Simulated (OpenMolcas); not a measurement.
**triplet AlSiNH6O: levels of theory compared**

Aim: a comparison of 3 runs (UHF/STO-3G, U-r2SCAN/6-31G*, ROMP2/6-31G*) of triplet AlSiNH6O. 

Program for the calculation: OpenMolcas 26.06.

3 further runs of the same task are left out: 2 that didn't finish, 1 set aside as unsound or not needed.

## 1. The molecule

AlSiNH6O: 10 atoms, total charge 0, spin state triplet. As SMILES of the parent species, `O[SiH2][NH][AlH2]`. The shape is that of a PBE0-D4/def2-TZVP optimisation. This is one conformer, not always the lowest. That shape belongs to the parent species and isn't relaxed for this state.

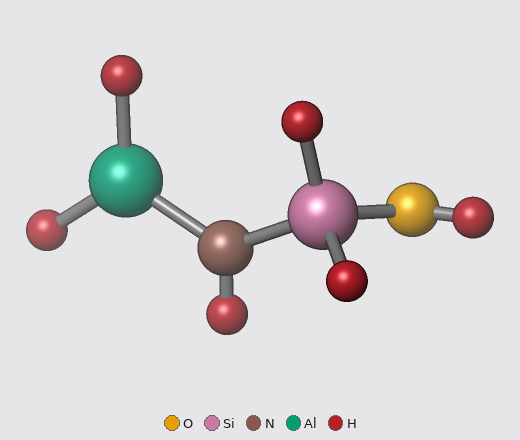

The structure, seen from a chosen angle (oxygen amber, silicon pink, nitrogen brown, aluminium teal, hydrogen red).

## 2. The energy at UHF/STO-3G (run 1)

File test.input:

```
&GATEWAY
  BasLib = $CurrDir
  Coord
  10
  bohr
  O     -3.43438826    -1.31109199    -1.99649565
  Si    -1.08961608     0.70656860    -1.60929077
  N      1.31014712    -0.72244230     0.01814137
  Al     2.33059923    -0.17914604     3.18664516
  H     -4.53496475    -1.03538094    -3.40736518
  H     -1.89010407     2.91735919    -0.07464418
  H     -0.26985289     1.57092933    -4.16344460
  H      2.19094847    -2.13123312    -0.93163498
  H      0.96073676     1.94755174     4.77193641
  H      4.58334174    -1.85986845     4.21163261
  Basis = STO-3G
  Group = NoSym

&SEWARD

&SCF
  UHF
  Spin = 3
  Thresholds = 1e-10 1e-07 1e-07 1e-05
  PrOrbitals = 1
```

The basis set STO-3G is read from a file made from the Basis Set Exchange's data (not shown).

On the command line:

```bash
$ export MOLCAS_MEM=1860
$ pymolcas test.input > test.log
```

Standard output:

```text
--- Start Module: gateway ---
[...]
--- Stop Module: gateway /rc=_RC_ALL_IS_WELL_ ---
--- Start Module: seward ---
[...]
      Basis functions           34
--- Stop Module: seward /rc=_RC_ALL_IS_WELL_ ---
[...]
--- Start Module: scf ---
[...]
       Convergence after  22 Iterations
[...]
::    Total SCF energy                               -655.4826527941
[...]
      Total spin, S                                     1.0121421336
[...]
      Total electronic charge=   48.000000
      Total            charge=   -0.000000
[...]
      Dipole Moment (debye):
      Origin of the operator (angstrom)=   -0.0183   -0.0857    0.0563
                   X= -2.5310E+00               Y= -1.2630E-01               Z= -7.7347E+00           Total=  8.1392E+00
      Quadrupole Moment (debye*angstrom):
[...]
--- Stop Module: scf /rc=_RC_ALL_IS_WELL_ ---
[...]
```

Run time: 5.4 s. Hardware: 1 thread of AMD EPYC 7R43 (Zen 3), shared host; peak memory 0.37 GiB.

## 3. A single-point energy at U-r2SCAN/6-31G(d) (spherical functions) (run 2)

File mol.xyz:

```xyz
10

O     -1.817400    -0.693800    -1.056500
Si    -0.576600     0.373900    -0.851600
N      0.693300    -0.382300     0.009600
Al     1.233300    -0.094800     1.686300
H     -2.399800    -0.547900    -1.803100
H     -1.000200     1.543800    -0.039500
H     -0.142800     0.831300    -2.203200
H      1.159400    -1.127800    -0.493000
H      0.508400     1.030600     2.525200
H      2.425400    -0.984200     2.228700
```

File mol.inp:

```
&GATEWAY
BasLib=$CurrDir
Coord=mol.xyz
Basis=6-31Gs
Group=NoSym
&SEWARD
GridInput
Grid=UltraFine
End of Grid
&SCF
UHF
Spin=3
KSDFT=2
1.0 MGGA_X_R2SCAN
1.0 MGGA_C_R2SCAN
Thresholds=1e-10 1e-07 1e-07 1e-05
PrOrbitals=1 1
```

The basis set 6-31G* is read from a file made from the Basis Set Exchange's data (not shown).

On the command line:

```bash
$ export MOLCAS_MEM=1860
$ pymolcas mol.inp > mol.log
```

Standard output:

```text
--- Start Module: gateway ---
[...]
--- Stop Module: gateway /rc=_RC_ALL_IS_WELL_ ---
--- Start Module: seward ---
[...]
      Basis functions           76
--- Stop Module: seward /rc=_RC_ALL_IS_WELL_ ---
[...]
--- Start Module: scf ---
[...]
       Convergence after  33 Iterations
[...]
::    Total KS-DFT energy                            -665.2292459851
[...]
      Total spin, S                                     1.0021761572
[...]
      Total electronic charge=   48.000000
      Total            charge=   -0.000000
[...]
      Dipole Moment (debye):
      Origin of the operator (angstrom)=   -0.0183   -0.0857    0.0563
                   X= -1.7619E+00               Y= -2.0188E-01               Z= -5.0206E+00           Total=  5.3246E+00
      Quadrupole Moment (debye*angstrom):
[...]
--- Stop Module: scf /rc=_RC_ALL_IS_WELL_ ---
[...]
```

Wall time 3 min (1 thread of AMD EPYC 7R43 (Zen 3), shared host); peak memory 0.43 GiB.

## 4. A single-point energy at ROMP2/6-31G(d) (spherical functions) (run 3)

File run.inp:

```
&GATEWAY
BasLib=$CurrDir
Coord
10
angstrom
O       -1.817400      -0.693800      -1.056500
Si      -0.576600       0.373900      -0.851600
N        0.693300      -0.382300       0.009600
Al       1.233300      -0.094800       1.686300
H       -2.399800      -0.547900      -1.803100
H       -1.000200       1.543800      -0.039500
H       -0.142800       0.831300      -2.203200
H        1.159400      -1.127800      -0.493000
H        0.508400       1.030600       2.525200
H        2.425400      -0.984200       2.228700
Basis=6-31Gs
Group=NoSym
&SEWARD
&SCF
UHF
Spin=3
Thresholds=1e-10 1e-07 1e-07 1e-05
PrOrbitals=1 2
&RASSCF
FileOrb=$Project.UnaOrb
Spin=3
Nactel=2 0 0
Inactive=23
Ras2=2
OutOrbitals=Canonical
OrbListing=Nothing
&CASPT2
IPEA=0.0
Frozen=12
```

The basis set 6-31G* is read from a file made from the Basis Set Exchange's data (not shown).

On the command line:

```bash
$ export MOLCAS_MEM=1860
$ pymolcas run.inp > run.log
```

Standard output:

```text
--- Start Module: gateway ---
[...]
--- Stop Module: gateway /rc=_RC_ALL_IS_WELL_ ---
[...]
      Basis functions           76
[...]
       Convergence after  25 Iterations
[...]
::    Total SCF energy                               -663.5293985409
[...]
      Total spin, S                                     1.0098959541
[...]
--- Start Module: rasscf ---
[...]
      Number of active orbitals                  2
[...]
      Spin quantum number                      1.0
[...]
      Active orbitals                            2
[...]
      Number of CSFs                             1
[...]
      Number of root(s) required                 1
[...]
      Convergence after 15 iterations
[...]
      printout of CI-coefficients larger than  0.05 for root  1
      energy=    -663.522191
      conf/sym  11     Coeff  Weight
             1  uu   1.00000 1.00000
      Natural orbitals and occupation numbers for root  1
      sym 1:   1.000000   1.000000
      ************************************************************************************************************************
      *                                                    Final results                                                     *
[...]
::    RASSCF root number  1 Total energy:   -663.52219142
[...]
      Total electronic charge=   48.000000
      Total            charge=   -0.000000
[...]
      Dipole Moment (debye):
      Origin of the operator (angstrom)=   -0.0183   -0.0857    0.0563
                   X= -2.9206E+00               Y= -5.3620E-01               Z= -8.3021E+00           Total=  8.8171E+00
      Quadrupole Moment (debye*angstrom):
[...]
--- Stop Module: rasscf /rc=_RC_ALL_IS_WELL_ ---
[...]
--- Start Module: caspt2 ---
[...]
 ###    WARNING: User changed nr of frozen orbitals.                         ###
 ###############################################################################
[...]
      E2 (Variational):          -0.4458093465
      Total energy:            -663.9680007705
[...]
      Reference weight:           0.86497
[...]
::    CASPT2 Root  1     Total energy:   -663.96800077
[...]
--- Stop Module: caspt2 /rc=_RC_ALL_IS_WELL_ ---
[...]
```

Wall time 23 s (1 thread of AMD EPYC 7R43 (Zen 3), shared host); peak memory 0.43 GiB.

## 5. The series

| run | level | integration grid | frozen core orbitals | energy (Eh) | dipole moment (D) | ⟨S²⟩ | wall time |
| --- | --- | --- | --- | --- | --- | --- | --- |
| 1 | UHF/STO-3G | – | – | -655.482653 | 8.14 | 2.037 | 5.4 s |
| 2 | U-r2SCAN/6-31G* (spherical functions) | UltraFine | – | -665.229246 | 5.32 | 2.007 | 3 min |
| 3 | ROMP2/6-31G* (spherical functions) | – | 12 | -663.968001 | – | – | 23 s |

## 6. Outcome

| quantity | value |
| --- | --- |
| run 3: total energy | -663.96800 Eh |

**Reading.** In run 1 the basis is minimal, so the values are rough. All runs together took 3.5 min, the longest 3 min.
